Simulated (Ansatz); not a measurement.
## BPNH5ClF: nudged elastic band (part 2 of 2)

Continued. System: BPNH5ClF. Method: RKS PBE0-D4/6-31G* (Ansatz 0.2.0). The run did not end well. It belongs to a series of runs on one base structure; here: band between the two ends.

Geometry of the input (Å):
```
B  0.1788  -0.4396  -0.1510
Cl 0.1968  -1.3776  1.3513
N  1.2848  -0.4208  -0.9938
H  2.1284  -0.9383  -0.8088
H  1.2856  0.1096  -1.8519
F  -0.9146  0.2597  -0.4452
P  0.0581  3.0901  1.0767
H  0.7778  3.7201  2.1298
H  1.1219  2.1916  0.7810
H  -0.5861  2.1733  1.9506
```

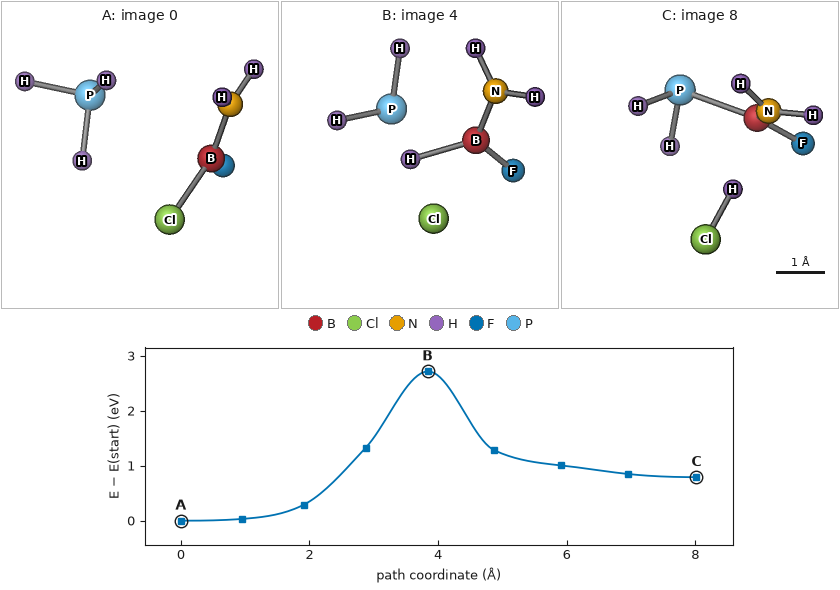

Figure 1. Images of the last band (counted from 0; ball-and-stick, seen at a tilt) above the energy along the path; the line is a cubic interpolation that uses the forces. The highest image is number 4, 2.716 eV above the start and 1.924 eV above the end (the climbing image); the end lies 0.792 eV above the start. The path is 8.02 Å long. The band had not converged after 55 iterations.

```
Unfinished report: {"positions_ang":[[0.05503435867820205,0.30619121144529315,0.08193198719591696],[0.05058920503501137,-0.5100070271362184,2.108054568026583],[1.2670161584469284,0.029081300281264887,-0.5875205668321084],[1.4405937986427646,-0.9062224584051437,-0.9280730482017491],[1.9822772078311028,0.692779293010179,-0.8213762184860439],[-1.157756926312699,-0.03290392324619265,-0.3554497489811418],[-0.05705528160359687,2.485519260374557,0.5655926677159542],[0.6379496830775295,2.6832746275131085,1.7950696273419966],[1.1486642961472597,2.634341539742049,-0.1721192823937886],[0.16428750005749695,0.9860441864211056,1.3525900246143843]],"unchecked":["starts","cluster_reference","orbital_swaps","neighbouring_geometries","increment"],"mean_field":{"relativity":"none","state":{"energy":{"ev":-26762.842693921455,"hartree":-983.5163284952939},"converged":true,"gradient_ev":0.000012451406493640169,"stability":{"kind":"minimum","curvature_ev":34.4250578781104},"curvature_floor_ev":0.00030000000000000003,"spin_squared":2.1316282072803006e-14},"others":[],"fillings":{"estimated":0,"unestimated":0,"tried":0,"untried":0,"excluded_magnetic_sites":0},"n_dropped_functions":0,"n_trapped_functions":0,"passes":{"evaluations":3,"products":20},"factors":{"origin":"Cholesky decomposition","count":998,"bound_ev":0.0006881066935079283},"gradient_stop_ev":0.00009,"reference_kind":"stationary","functional":{"name":"PBE0","citations":["Adamo & Barone, J. Chem. Phys. 110, 6158 (1999) doi:10.1063/1.478522","Perdew, Burke & Ernzerhof, Phys. Rev. Lett. 77, 3865 (1996) doi:10.1103/PhysRevLett.77.3865"],"text":"name \"PBE0\"\ncite \"Adamo & Barone, J. Chem. Phys. 110, 6158 (1999) doi:10.1063/1.478522\"\ncite \"Perdew, Burke & Ernzerhof, Phys. Rev. Lett. 77, 3865 (1996) doi:10.1103/PhysRevLett.77.3865\"\nparent pbe\nparameter a = 0.25\nparameter kappa = 0.804\nparameter beta = 0.06672455060314922\nexchange = (1 - a)*pbe_x(kappa = kappa, mu = beta*pi^2/3) + a*exact_x\ncorrelation = pbe_c(beta = beta)\n","parameters":{"a":{"value":0.25,"default":0.25},"beta":{"value":0.06672455060314922,"default":0.06672455060314922},"kappa":{"value":0.804,"default":0.804}},"final_grid":{"core_spheres":13.0,"valence_spheres":11.0,"degree":36.0},"final_grid_parameter_source":"default","radial_points_factor":1.0,"radial_grid_error_ev":3.235511906987185e-7,"grid_sensitivity":"normal","grid_sensitivity_ratio":0.001870803151768979},"unsmoothed_excess_ev":-0.00002286337618051699,"symmetry":{"irreps":["A"],"axes":[[0.999482912731888,0.031970170030603026,0.0034373514796816563],[-0.03165366457648891,0.9970720931436574,-0.06960809287004341],[-0.005652669799277932,0.06946329464069342,0.9975684928975053]],"occupied":[{"A":29},{"A":29}]},"held":{"pivots":998,"left_out":0,"joined":0},"density_repulsion":{"missed_ev":0.000044736115702593434,"excess_ev":0.0,"most_excess_ev":0.0001566,"are_drawn_again":false,"n_first_factors":998,"energy_change_ev":0.0,"n_dropped_ends":0}},"factors":{"origin":"Cholesky decomposition","count":998,"bound_ev":0.0006881066935079283},"n_frozen":0,"n_occupied":[29,29],"n_virtual":[64,64],"reference":{"ev":-26762.842693921455,"hartree":-983.5163284952939},"dispersion":{"energy":{"ev":-0.20782725468036609,"hartree":-0.007637510739130675},"switches_in_reach":[]},"total":{"ev":-26763.050521176134,"hartree":-983.523966006033},"forces_ev_per_angstrom":[[-0.03885772450500298,-0.10028733878636134,0.06236275728105429],[0.06139310913662333,-0.033347364794986845,-0.005243837162944223],[-0.08962581447958139,-0.07277304594452788,-0.1686011634825093],[-0.050970043522467964,0.0728315659619185,-0.06680964903563423],[0.11144041631269484,-0.024917009920109097,0.18619472703977144],[-0.013973316186566009,-0.03720256918375207,0.05539702487824553],[0.010369106516132782,0.008354825209307231,-0.013119596903968168],[-0.08157191913617645,0.07721083315893339,0.02062435600041854],[0.0510462150918212,-0.006570473238111129,0.0455830928606181],[0.040749970754992065,0.11670057752838761,-0.11638771147724175]],"charge_distribution":{"dipole_moment_e_ang":[0.6096523545380437,0.4075349107496737,-0.4130896364681739],"mulliken_charges_e":[0.28863862082070035,-0.23905355256288274,-0.770787158034409,0.36164583717007415,0.35923619751314106,-0.19484632563719195,0.021365613958526097,0.07555757360469029,0.04727070971532643,0.05097248345205241],"lowdin_charges_e":[-0.6557818220678193,-0.12175221956054827,-0.30279724276230624,0.2648124908369007,0.2538817910674137,0.17748166973170676,0.1469377282144233,0.026588045332355703,0.012282567152533619,0.19834699205537576]},"n_threads":2,"memory_gib":2.556818182580173,"seconds":{"hamiltonian":2.305744554,"orbitals":0.0,"second_order":0.0,"solver_start":0.0,"cycles":0.0,"cycle":0.0,"perturbative":0.0,"full_ci_increment":0.0,"forces":0.0}}
this run last wrote the band of iteration 55 to [file]
Error: NEB band did not converge after 55 iterations: max|band force component| = 2.00e-1 eV/Å (threshold 3.0e-2); raise `neb.max_iterations` in a new run, which can start from the last band evaluated (`neb.initial_path`, with `crystal.atoms` and `neb.final_atoms` set to its first and last images), add images, or start from endpoints closer to local minima. Where this run's directory can be resumed (`checkpoint.write`), a resume goes on for up to `neb.max_iterations` more; to start a new run from the last band, take its images' positions from the `neb_iteration` event of iteration 55 (`data.images[].positions_ang`), in the event stream of the run that computed that iteration (not this run's, if it was resumed behind it). With `checkpoint.write`, `steps/00-neb/state/checkpoint.json` in the run directory holds the last saved band, under `neb.evaluated.images[].positions_ang` (a band under a hybrid functional on support functions is neither saved nor resumed: `neb.initial_path` says where its path is): check the last entry of `neb.iterations` there, which is earlier than 55 if that iteration was not saved or its write failed. If the band's step has no `state` directory and holds `state.next`, a write was cut short, and the file is under `state.next` instead (behind a loss of power it can be under `state.prev`)
this run wrote the band of iteration 55 to [file] as well, whether or not its events were kept: a new run's `neb.initial_path` can list its `images[].positions_ang`
a run's events are kept only if it was started with --events-out <file>, and are in that file
```

**The last band as extended XYZ (Å, eV, eV/Å)**
```
10
Properties=species:S:1:pos:R:3:forces:R:3 image=0 energy=-26765.76684
B     0.1788   -0.4396   -0.1510    0.0042   0.0011  -0.0062
Cl    0.1968   -1.3776    1.3513    0.0007  -0.0020   0.0013
N     1.2848   -0.4208   -0.9938   -0.0097   0.0052  -0.0018
H     2.1284   -0.9383   -0.8088   -0.0013  -0.0003   0.0010
H     1.2856    0.1096   -1.8519    0.0067  -0.0034   0.0008
F    -0.9146    0.2597   -0.4452   -0.0004  -0.0015   0.0045
P     0.0581    3.0901    1.0767    0.0083  -0.0268   0.0122
H     0.7778    3.7201    2.1298   -0.0007  -0.0009  -0.0045
H     1.1219    2.1916    0.7810   -0.0151   0.0147   0.0065
H    -0.5861    2.1733    1.9506    0.0073   0.0138  -0.0139
10
Properties=species:S:1:pos:R:3:forces:R:3 image=1 energy=-26765.73461
B     0.1171   -0.3297   -0.0776   -0.0425  -0.0228  -0.0031
Cl    0.0844   -1.1911    1.4708   -0.0080  -0.0562  -0.0349
N     1.2707   -0.2994   -0.8516    0.0787  -0.0451  -0.0093
H     2.1161   -0.7865   -0.5999   -0.0172   0.0450   0.0088
H     1.3188    0.2266   -1.7106   -0.0160  -0.0407  -0.0423
F    -0.9850    0.3036   -0.4722    0.0095  -0.0320  -0.0099
P     0.0123    2.9736    1.0874    0.0044   0.0474   0.0232
H     0.8927    3.3509    2.1373    0.0224   0.0394   0.0150
H     1.0528    2.3634    0.3331   -0.0106   0.0127   0.0129
H    -0.3482    1.7568    1.7220   -0.0209   0.0522   0.0396
10
Properties=species:S:1:pos:R:3:forces:R:3 image=2 energy=-26765.47483
B     0.0447   -0.2885    0.0256   -0.0177  -0.1628  -0.0934
Cl   -0.0285   -1.1778    1.5630   -0.0325  -0.2403  -0.1696
N     1.2535   -0.1527   -0.6564   -0.0745  -0.0942  -0.0943
H     2.0032   -0.8115   -0.5546    0.2858   0.0683   0.2984
H     1.4092    0.5449   -1.3669   -0.1992  -0.1613  -0.2310
F    -1.0811    0.2492   -0.4350    0.0179   0.0763  -0.0109
P     0.0162    2.8514    1.0206    0.0283   0.1462   0.1117
H     0.9691    3.0475    2.0518    0.1069   0.1950   0.0422
H     1.0215    2.6264    0.0371   -0.0404   0.0201   0.0468
H    -0.0763    1.4795    1.3534   -0.0746   0.1528   0.0999
10
Properties=species:S:1:pos:R:3:forces:R:3 image=3 energy=-26764.43874
B     0.0577   -0.1031    0.1506   -0.0191  -0.6560   0.1315
Cl   -0.0251   -0.8838    1.7894   -0.0803  -0.4658  -0.3957
N     1.3250   -0.0459   -0.5036    0.0826  -0.1664   0.1118
H     1.6439   -0.9293   -0.8713    0.3337  -0.1208   0.1912
H     1.6793    0.7320   -1.0364   -0.4183  -0.0148  -0.2676
F    -1.1238    0.1228   -0.4214    0.0469   0.1724  -0.0194
P    -0.0203    2.6707    0.8313    0.0270   0.2859   0.2725
H     0.8124    2.8750    1.9547    0.1691   0.4557   0.1361
H     1.0916    2.6385   -0.0605   -0.0816  -0.0231   0.0777
H     0.0910    1.2912    1.2057   -0.0599   0.5329  -0.2383
10
Properties=species:S:1:pos:R:3:forces:R:3 image=4 energy=-26763.05050
B     0.0550    0.3062    0.0819   -0.0389  -0.1003   0.0624
Cl    0.0506   -0.5100    2.1081    0.0614  -0.0333  -0.0052
N     1.2670    0.0291   -0.5875   -0.0896  -0.0728  -0.1686
H     1.4406   -0.9062   -0.9281   -0.0510   0.0728  -0.0668
H     1.9823    0.6928   -0.8214    0.1114  -0.0249   0.1862
F    -1.1578   -0.0329   -0.3554   -0.0140  -0.0372   0.0554
P    -0.0571    2.4855    0.5656    0.0104   0.0084  -0.0131
H     0.6380    2.6833    1.7951   -0.0816   0.0772   0.0206
H     1.1487    2.6343   -0.1721    0.0510  -0.0066   0.0456
H     0.1643    0.9860    1.3526    0.0408   0.1167  -0.1164
10
Properties=species:S:1:pos:R:3:forces:R:3 image=5 energy=-26764.48470
B     0.0296    0.6865   -0.2866   -0.0452   0.2415  -0.2193
Cl    0.0214   -0.5864    2.4353    0.0399  -0.0116   0.2795
N     1.2172    0.1132   -0.7321    0.0660   0.1196  -0.0867
H     1.2879   -0.8395   -1.0602   -0.0949  -0.0053  -0.0873
H     2.0862    0.6238   -0.7489    0.0121  -0.1168   0.1019
F    -1.1284    0.0370   -0.4065    0.0341  -0.0004   0.0209
P     0.0101    2.5635    0.3761    0.0141   0.0514  -0.1900
H     0.4755    2.4058    1.7216   -0.1548  -0.1147  -0.1129
H     1.3276    2.8118   -0.0909    0.0807   0.1280  -0.0145
H     0.2044    0.5523    1.8309    0.0480  -0.2918   0.3084
10
Properties=species:S:1:pos:R:3:forces:R:3 image=6 energy=-26764.76069
B     0.0173    0.8857   -0.4235    0.0083   0.0266  -0.0215
Cl    0.2257   -0.7057    2.6004    0.0102  -0.0237   0.0859
N     1.1238    0.1206   -0.7921   -0.0014  -0.0020  -0.0223
H     1.0369   -0.8127   -1.1708   -0.0286   0.0109  -0.0253
H     2.0737    0.4380   -0.6857    0.0082  -0.0232  -0.0164
F    -1.2103    0.3770   -0.5658    0.0057   0.0307  -0.0034
P     0.2061    2.7062    0.2617    0.0110   0.0241  -0.0401
H    -0.0344    2.4186    1.6353   -0.0815   0.0059  -0.0478
H     1.6212    2.6777    0.3959    0.0147   0.0126   0.0394
H     0.4716    0.2628    1.7833    0.0535  -0.0620   0.0515
10
Properties=species:S:1:pos:R:3:forces:R:3 image=7 energy=-26764.91800
B     0.0251    1.0763   -0.4218   -0.0023   0.0241   0.0033
Cl    0.3827   -0.8234    2.5656    0.0149   0.0343   0.0276
N     1.0226    0.1057   -0.6396   -0.0075  -0.0215   0.0286
H     0.8229   -0.7624   -1.1213   -0.0209   0.0135   0.0170
H     2.0076    0.3118   -0.5654   -0.0046  -0.0121   0.0132
F    -1.2409    0.7460   -0.6859    0.0048   0.0332  -0.0148
P     0.4281    2.8500    0.2483    0.0001   0.0230  -0.0125
H    -0.2691    2.6886    1.4752   -0.0314   0.0153  -0.0219
H     1.6980    2.5191    0.7960   -0.0025   0.0227   0.0139
H     0.6546   -0.3436    1.3875    0.0495  -0.1323  -0.0545
10
Properties=species:S:1:pos:R:3:forces:R:3 image=8 energy=-26764.97475
B     0.0532    1.2031   -0.3936   -0.0033   0.0207   0.0057
Cl    0.7119   -1.2168    2.4332    0.0021   0.0075  -0.0192
N     0.9040    0.0770   -0.5295    0.0105  -0.0064   0.0157
H     0.6088   -0.7110   -1.0939   -0.0024   0.0015  -0.0041
H     1.9088    0.1635   -0.4655   -0.0047  -0.0018  -0.0034
F    -1.2189    1.0648   -0.7701    0.0014  -0.0018  -0.0043
P     0.6661    2.9219    0.2480   -0.0083  -0.0161   0.0160
H    -0.4003    3.1254    1.1617    0.0119  -0.0018  -0.0116
H     1.5812    2.4302    1.2176   -0.0072   0.0037  -0.0097
H     0.7168   -0.6899    1.2308    0.0000  -0.0055   0.0150
```

**What the run reported**

```csv
quantity,value
outcome,not converged
"barrier, forward (band not converged)",2.716 eV
"barrier, backward",1.924 eV
wall time,15 min (CPU time 28 min)
peak memory,0.2 GiB
```

**Diagnosis**

The run did not converge: “NEB band did not converge after 55 iterations: max|band force component| = 2.00e-1 eV/Å (threshold 3.0e-2); raise `neb.max_iterations` in a new run, which can start from the last band evaluated (`neb.initial_path`, with `crystal.atoms` and `neb.final_atoms` set to its first and last images), add images, or start from endpoints closer to local minima …” Its last values are not results.
